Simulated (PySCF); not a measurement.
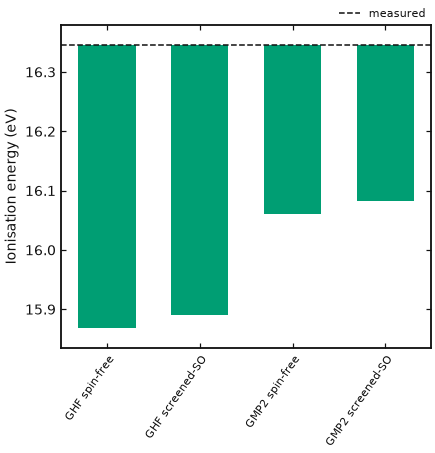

The ionisation energy of an atom or ion with 13 electrons in the configuration [Ne] 3s² 3p₁/₂ by several methods. PySCF, x2c-TZVPall-2c, two-component X2C-1e. 10 core electrons frozen.

Question: Name the element and charge.

Answer: Si⁺ (silicon, Z = 14). The values run from 15.868 eV (GHF spin-free) to 16.083 eV (GMP2 screened-SO). The measured value is 16.346 eV; nearest to it come GMP2 screened-SO (−0.263) and GMP2 spin-free (−0.286), furthest GHF spin-free (−0.478 eV).
